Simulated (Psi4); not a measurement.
# InH2O (SMILES [OH][InH]): UB3LYP/def2-SVP (core potential, sweep point 8)

What is the vertical doublet–quartet gap of InH2O at UB3LYP/def2-SVP (core potential, sweep point 8)? The job is set up through a Python script.

The results are computed with Psi4 1.11.

2 further runs of the same task are left out: 2 set aside as unsound or not needed.

### 1 The structure to begin with

InH2O: 4 atoms, total charge 0, spin state doublet. SMILES: `[OH][InH]`. The shape is that of a PBE0-D4/def2-TZVP optimisation.

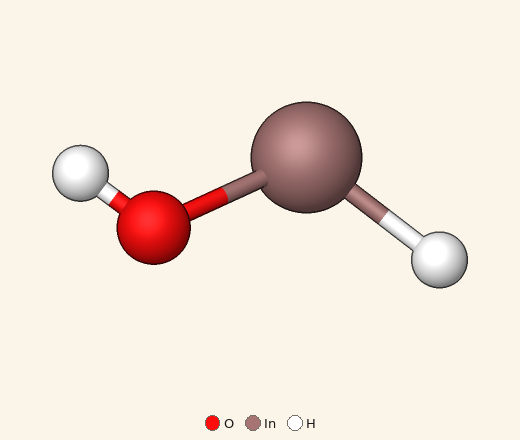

Viewed from a chosen angle; oxygen red, indium brown, hydrogen white.

### 2 A single-point energy at UB3LYP/def2-SVP (core potential, sweep point 8)

The input, run.py:

```python
import psi4

psi4.set_memory('1600 MB')
psi4.set_num_threads(1)
psi4.core.set_output_file('h2ino.out', False)

geom = psi4.geometry("""
0 2
O     -0.56389428    -1.92865448     0.55746921
In     1.06561656     1.41086952    -0.16724076
H      0.44748715    -3.07911975     1.52897741
H     -0.84414066     3.48276525    -1.95775627
units au
symmetry c1
""")

options = {'basis': 'def2-SVP', 'reference': 'uks', 'puream': True, 'scf_type': 'pk', 'dft_radial_points': 99, 'dft_spherical_points': 590, 'maxiter': 150}
psi4.set_options(options)

result = psi4.energy("b3lyp", molecule=geom)
print(f'b3lyp energy: {result:.10f} Eh')
for k, v in sorted(psi4.core.scalar_variables().items()):
    print(f'{k:45s} {v:18.10f}')
```

Launch:

```sh
$ python run.py
```

h2ino.out:

```text
[...]
    !!!  WARNING: ECP capability is in beta. Please check occupations closely.  !!!
[...]
  Running in c1 symmetry.
[...]
  Nuclear repulsion =   60.887027802252767
[...]
  Multiplicity = 2
[...]
  Nalpha       = 16
  Nbeta        = 15
[...]
    Number of basis functions: 50
[...]
   @UKS iter   1:  -266.25042835004524   -9.24204e-01   1.62903e-02 DIIS/ADIIS
[...]
   @UKS iter  10:  -266.53483795375411   -1.54160e-08   4.99987e-07 DIIS
[...]
   @S^2 Observed:                7.552494328E-01
[...]
    Orbital Energies [Eh]
    ---------------------
    Alpha Occupied:
       1A    -19.109254     2A     -4.669849     3A     -3.076651
       4A     -3.071154     5A     -3.067485     6A     -0.938061
       7A     -0.764724     8A     -0.761417     9A     -0.759027
      10A     -0.758926    11A     -0.751487    12A     -0.460571
      13A     -0.375249    14A     -0.319683    15A     -0.288602
      16A     -0.203797
    Alpha Virtual:
      17A     -0.061600    18A      0.002953    19A      0.052707
      20A      0.113841    21A      0.145572    22A      0.176268
      23A      0.177137    24A      0.240902    25A      0.319457
[...]
  @UKS Final Energy:  -266.53483795375411
   => Energetics <=
    Nuclear Repulsion Energy =             60.8870278022527671
    One-Electron Energy =                -561.3736342161748780
    Two-Electron Energy =                 255.1309027346002267
    DFT Exchange-Correlation Energy =     -21.1791342744321938
    Empirical Dispersion Energy =           0.0000000000000000
    VV10 Nonlocal Energy =                  0.0000000000000000
    Total Energy =                       -266.5348379537541064
[...]
 Multipole Moments:
 ------------------------------------------------------------------------------------
     Multipole            Electronic (a.u.)      Nuclear  (a.u.)        Total (a.u.)
 ------------------------------------------------------------------------------------
 L = 1.  Multiply by 2.5417464519 to convert [e a0] to [Debye]
 Dipole X            :          9.5639194           -8.8908221            0.6730973
 Dipole Y            :         16.2517499          -16.1076733            0.1440766
 Dipole Z            :         -2.7765721            3.0219898            0.2454177
 Magnitude           :                                                    0.7307858
[...]
```

The script printed:

```text
b3lyp energy: -266.5348379538 Eh
CURRENT ENERGY                                   -266.5348379538
CURRENT REFERENCE ENERGY                         -266.5348379538
DD SOLVATION ENERGY                                 0.0000000000
DFT FUNCTIONAL TOTAL ENERGY                      -266.5348379538
DFT TOTAL ENERGY                                 -266.5348379538
DFT VV10 ENERGY                                     0.0000000000
DFT XC ENERGY                                     -21.1791342744
GRID ELECTRONS ALPHA                               15.9999998514
GRID ELECTRONS BETA                                14.9999998376
GRID ELECTRONS TOTAL                               30.9999996890
NUCLEAR REPULSION ENERGY                           60.8870278023
ONE-ELECTRON ENERGY                              -561.3736342162
PCM POLARIZATION ENERGY                             0.0000000000
PE ENERGY                                           0.0000000000
SCF ITERATION ENERGY                             -266.5348379538
SCF ITERATIONS                                     10.0000000000
SCF TOTAL ENERGY                                 -266.5348379538
TWO-ELECTRON ENERGY                               255.1309027346
XC GRID RADIAL POINTS                              99.0000000000
XC GRID SPHERICAL POINTS                          590.0000000000
XC GRID TOTAL POINTS                           223391.0000000000
```

Run time: 26 s. Hardware: 1 thread of Intel Xeon at 2.50GHz (Skylake/Cascade Lake), shared host; peak memory 0.51 GiB.

### 3 The quartet at the same level

The input, h2ino.py:

```python
import psi4

psi4.set_memory('1600 MB')
psi4.set_num_threads(1)
psi4.set_output_file('run.log', False)

mol = psi4.geometry("""
0 4
O     -0.56389428    -1.92865448     0.55746921
In     1.06561656     1.41086952    -0.16724076
H      0.44748715    -3.07911975     1.52897741
H     -0.84414066     3.48276525    -1.95775627
units bohr
symmetry c1
""")

options = {'basis': 'def2-SVP', 'reference': 'uks', 'puream': True, 'scf_type': 'pk', 'dft_radial_points': 99, 'dft_spherical_points': 590, 'maxiter': 150}
psi4.set_options(options)

E = psi4.energy("b3lyp", molecule=mol)
print('E =', round(E, 9))
for k, v in sorted(psi4.core.scalar_variables().items()):
    print(f'{k:45s} {v:18.10f}')
```

Launch:

```sh
$ python h2ino.py
```

run.log:

```text
[...]
    !!!  WARNING: ECP capability is in beta. Please check occupations closely.  !!!
[...]
  Running in c1 symmetry.
[...]
  Nuclear repulsion =   60.887027802252767
[...]
  Multiplicity = 4
[...]
  Nalpha       = 17
  Nbeta        = 14
[...]
    Number of basis functions: 50
[...]
   @UKS iter   1:  -266.05573282036630   -7.29508e-01   1.57221e-02 ADIIS/DIIS
[...]
   @UKS iter  14:  -266.34816067092902    3.50092e-07   6.99447e-07 DIIS
[...]
   @S^2 Observed:                3.759286168E+00
[...]
    Orbital Energies [Eh]
    ---------------------
    Alpha Occupied:
       1A    -19.213252     2A     -4.676562     3A     -3.082795
       4A     -3.079714     5A     -3.072295     6A     -1.040526
       7A     -0.780740     8A     -0.772528     9A     -0.764035
      10A     -0.761432    11A     -0.760344    12A     -0.536235
      13A     -0.454882    14A     -0.416963    15A     -0.377758
      16A     -0.234448    17A     -0.116836
    Alpha Virtual:
      18A     -0.019962    19A      0.027660    20A      0.080727
      21A      0.125244    22A      0.169549    23A      0.169797
      24A      0.218035    25A      0.304775    26A      0.323185
[...]
  @UKS Final Energy:  -266.34816067092902
   => Energetics <=
    Nuclear Repulsion Energy =             60.8870278022527671
    One-Electron Energy =                -560.2409353962793830
    Two-Electron Energy =                 254.1321819510577029
    DFT Exchange-Correlation Energy =     -21.1264350279601167
    Empirical Dispersion Energy =           0.0000000000000000
    VV10 Nonlocal Energy =                  0.0000000000000000
    Total Energy =                       -266.3481606709290190
[...]
 Multipole Moments:
 ------------------------------------------------------------------------------------
     Multipole            Electronic (a.u.)      Nuclear  (a.u.)        Total (a.u.)
 ------------------------------------------------------------------------------------
 L = 1.  Multiply by 2.5417464519 to convert [e a0] to [Debye]
 Dipole X            :          8.8324743           -8.8908221           -0.0583479
 Dipole Y            :         15.6925407          -16.1076733           -0.4151327
 Dipole Z            :         -2.8658227            3.0219898            0.1561671
 Magnitude           :                                                    0.4473564
[...]
```

Standard output:

```text
E = -266.348160671
CURRENT ENERGY                                   -266.3481606709
CURRENT REFERENCE ENERGY                         -266.3481606709
DD SOLVATION ENERGY                                 0.0000000000
DFT FUNCTIONAL TOTAL ENERGY                      -266.3481606709
DFT TOTAL ENERGY                                 -266.3481606709
DFT VV10 ENERGY                                     0.0000000000
DFT XC ENERGY                                     -21.1264350280
GRID ELECTRONS ALPHA                               16.9999998362
GRID ELECTRONS BETA                                13.9999998233
GRID ELECTRONS TOTAL                               30.9999996595
NUCLEAR REPULSION ENERGY                           60.8870278023
ONE-ELECTRON ENERGY                              -560.2409353963
PCM POLARIZATION ENERGY                             0.0000000000
PE ENERGY                                           0.0000000000
SCF ITERATION ENERGY                             -266.3481606709
SCF ITERATIONS                                     14.0000000000
SCF TOTAL ENERGY                                 -266.3481606709
TWO-ELECTRON ENERGY                               254.1321819511
XC GRID RADIAL POINTS                              99.0000000000
XC GRID SPHERICAL POINTS                          590.0000000000
XC GRID TOTAL POINTS                           223391.0000000000
```

Wall time 34 s (1 thread of Intel Xeon at 2.50GHz (Skylake/Cascade Lake), shared host); peak memory 0.51 GiB.

### 4 Summary of results

Level: UB3LYP/def2-SVP (core potential, sweep point 8).

| quantity | value |
| --- | --- |
| doublet: total energy | -266.53484 Eh |
| doublet: dipole moment | 1.86 D |
| doublet: HOMO energy (highest over α and β) | -5.55 eV |
| doublet: LUMO energy (lowest over α and β) | -3.24 eV |
| doublet: ⟨S²⟩ | 0.755 |
| quartet: total energy | -266.34816 Eh |
| quartet: dipole moment | 1.14 D |
| quartet: HOMO energy (highest over α and β) | -3.18 eV |
| quartet: ⟨S²⟩ | 3.759 |
| vertical energy of the quartet above the doublet | 5.080 eV |

In words: At this shape the quartet lies 5.08 eV (117 kcal/mol) above the doublet.
